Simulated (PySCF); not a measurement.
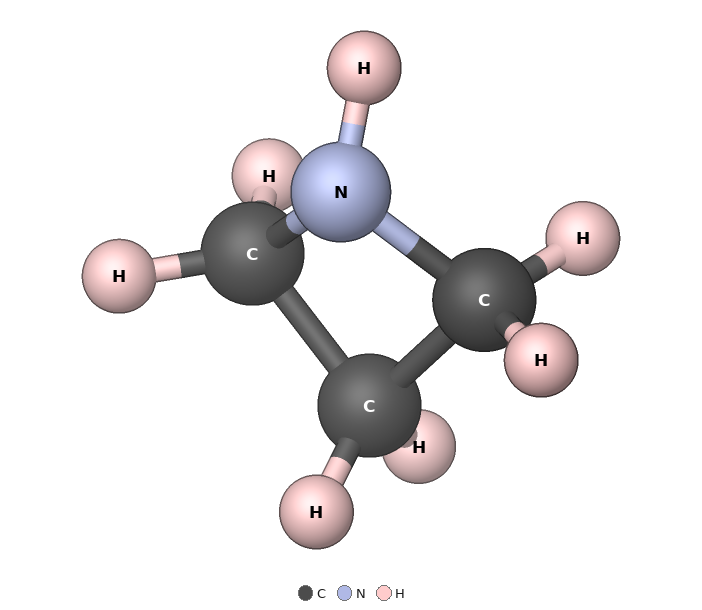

Ball-and-stick drawing of a structure. Every bond is drawn as one stick, whatever its order.

The geometry was computed by an optimisation with PBE0-D3(BJ)/def2-TZVP. No frequency run is at hand to confirm it as a minimum.

Describe the molecule.

The molecule is C3H7N. Its SMILES string is `C1CNC1`. Independent rings (smallest set): 1 of 4 members. Among its groups: secondary amine. The point group is Cs. Coordination, clear cases only: 1 N trigonal pyramidal.

The parts below concern this one geometry. Atoms keep their numbers from picture to picture.

### Electronic properties

No frequency run is at hand to confirm it as a minimum. Level of theory: KT3/pcSseg-2, gas phase (PySCF 2.14.0).

Computed properties:

- dipole moment: 1.16 D
- HOMO energy (Kohn–Sham orbital): −5.23 eV
- LUMO energy (Kohn–Sham orbital): −0.27 eV
- HOMO–LUMO gap: 4.97 eV

### Bond orders

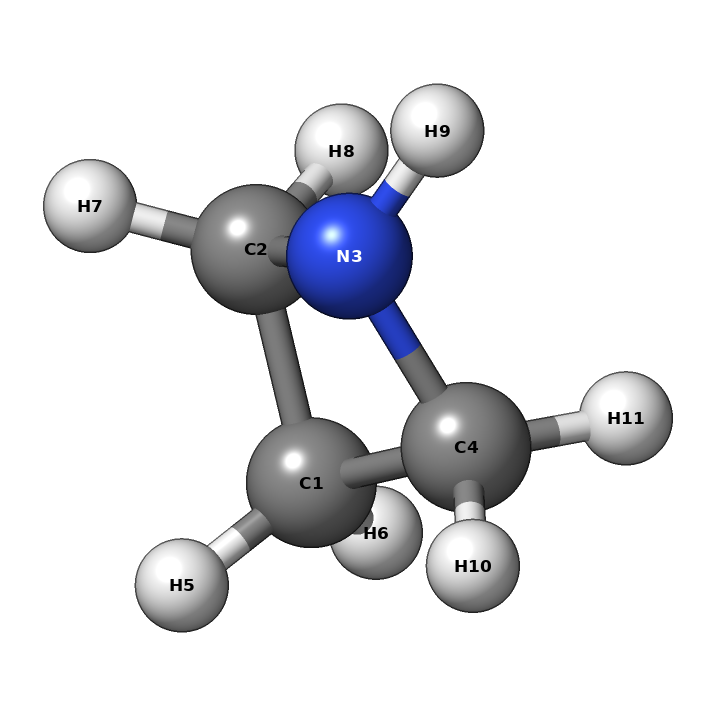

Every bond is drawn as one stick. No frequency run is at hand to confirm it as a minimum. Computed with PBE0/pcSseg-2 (PySCF 2.14.0).

List the Mayer bond orders of C1–C2, C1–H5, C1–H6, C2–N3, N3–H9, C2–H7, C2–H8 (one bond of each equivalent set).

| bond | Mayer order | length (Å) |
| --- | --- | --- |
| C1–C2 | 0.99 | 1.537 |
| C1–H5 | 1.00 | 1.090 |
| C1–H6 | 0.99 | 1.089 |
| C2–N3 | 1.00 | 1.471 |
| N3–H9 | 1.02 | 1.012 |
| C2–H7 | 0.98 | 1.093 |
| C2–H8 | 0.99 | 1.098 |

### Ring current

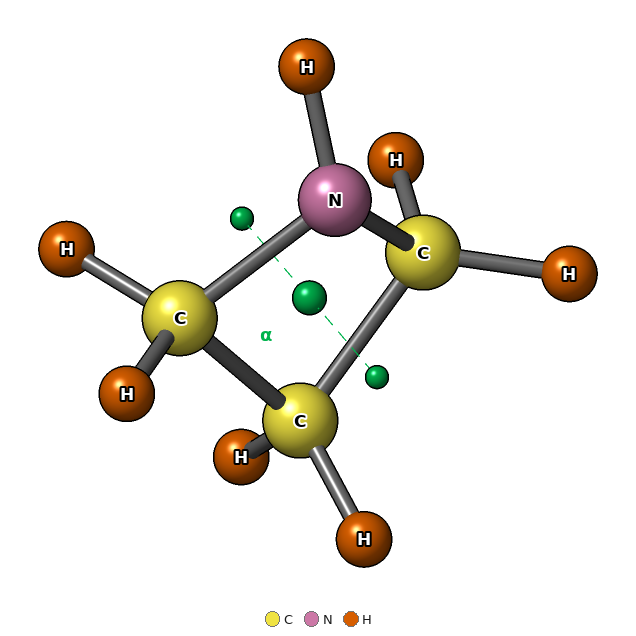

The small points mark where nucleus-independent chemical shifts (NICS) were computed: at the centre of each lettered ring and 1 Å above and below it. No frequency run is at hand to confirm it as a minimum. Properties computed with GIAO ωB97X-D/pcSseg-2 NMR shielding, non-relativistic, gas phase (PySCF 2.14.0).

Give NICS(0), NICS(1) and the out-of-plane component NICS(1)zz for each ring (means of the two sides).

| ring | members | NICS(0) | NICS(1) | NICS(1)zz |
| --- | --- | --- | --- | --- |
| α | C3N | −2.0 | 0.5 | 3.0 |

Values in ppm.

### Charges

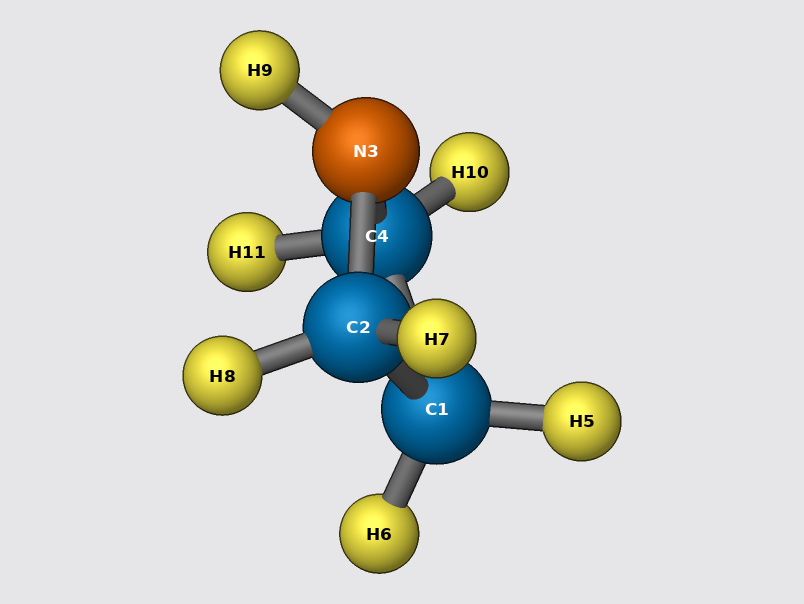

The questions are on Mulliken charges. No frequency run is at hand to confirm it as a minimum. Properties computed with PBE0/pcSseg-2, gas phase (PySCF 2.14.0).

List the Mulliken charges.

| atom | value (e) |
| --- | --- |
| C1 | −0.11 |
| C2 | 0.08 |
| N3 | −0.36 |
| C4 | 0.08 |
| H5 | 0.03 |
| H6 | 0.06 |
| H7 | 0.04 |
| H8 | 0.01 |
| H9 | 0.12 |
| H10 | 0.04 |
| H11 | 0.01 |

Mulliken values depend strongly on the basis set and can even reverse the polarity of a bond.
